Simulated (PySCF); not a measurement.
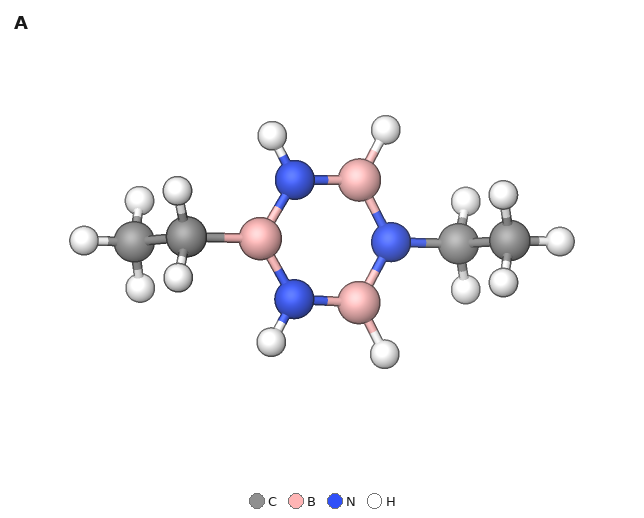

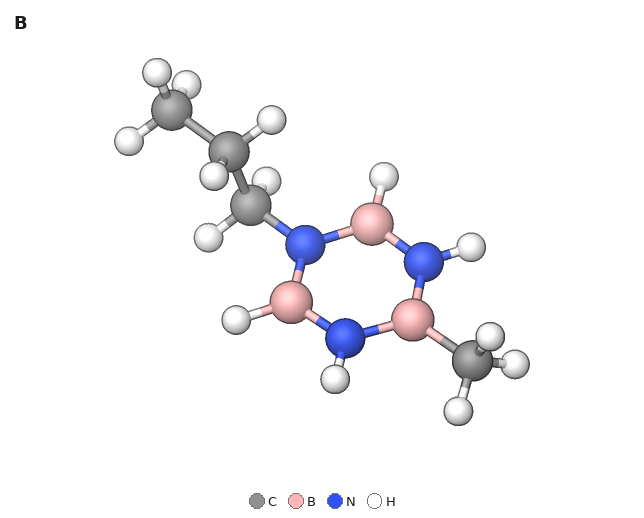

2 stationary structures of one formula. Geometries: GFN2-xTB. Electronic energies: PBE0/pcSseg-1 (PySCF 2.14.0), without zero-point energy. No frequency run is at hand to confirm each as a minimum. Each is one conformer, not always the lowest.

Which is lowest in energy, and by how much?

Answer. B is lowest; A lies 12.8 kJ/mol above it. A is `CCB1NBN(CC)BN1`, B is `CCCN1BNB(C)NB1`.

The geometry is semi-empirical. Around B such bond lengths and angles can be off by a tenth of an ångström or more and by several degrees, and values that hang on the shape move with them.
